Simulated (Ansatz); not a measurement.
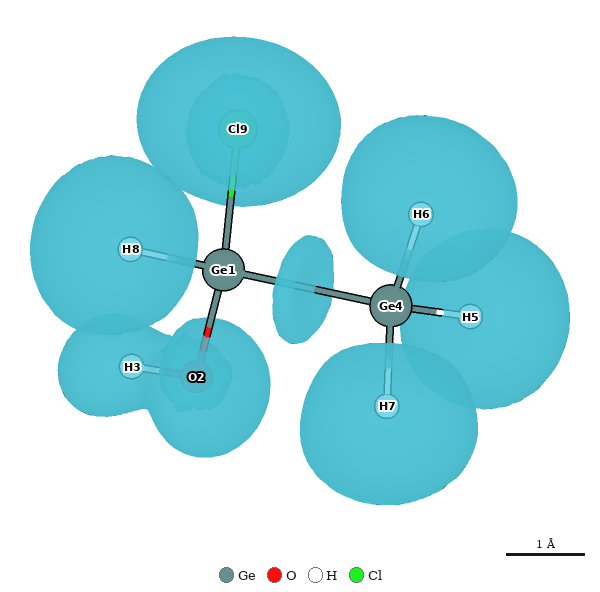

Figure. ClGe2H5O. Isosurface of the electron localisation function at 0.75 (cyan), seen at a tilt. Only the valence region is drawn (cores and ρ < 0.01 e/Å³ removed).

These are results of RKS PBE-D4/def2-SVP in Ansatz, not measurements.

```yaml
atoms:
  - { symbol: Ge, position_ang: [-0.0101, 0.0730, -0.0111] }
  - { symbol: O, position_ang: [0.0460, -0.3347, 1.7383] }
  - { symbol: H, position_ang: [-0.8517, -0.3751, 2.1202] }
  - { symbol: Ge, position_ang: [2.2941, 0.0006, -0.7802] }
  - { symbol: H, position_ang: [2.8520, -1.4158, -0.5092] }
  - { symbol: H, position_ang: [2.3136, 0.2917, -2.3010] }
  - { symbol: H, position_ang: [3.1447, 1.0617, -0.0379] }
  - { symbol: H, position_ang: [-0.8366, 1.3741, -0.2420] }
  - { symbol: Cl, position_ang: [-1.1207, -1.5036, -1.0690] }
```

### Describe the localisation domains.

The ELF exceeds this value in one region between bonded Ge–Ge atoms (shared pairs), four regions around hydrogen nuclei, one region wrapped around Cl (its valence shell) and one joined region spread over several atoms (H, O), in which their bonds and any lone pairs are merged. Along the contacts the grid gives the following. Ge–O (1.80 Å): the ELF peaks at about 0.85 in the valence shell of O, 0.6 Å from its nucleus, and is about 0.35 at the midpoint. Ge–Cl (2.20 Å): the ELF peaks at about 0.85 in the valence shell of Cl, 0.9 Å from its nucleus, and is about 0.60 at the midpoint.
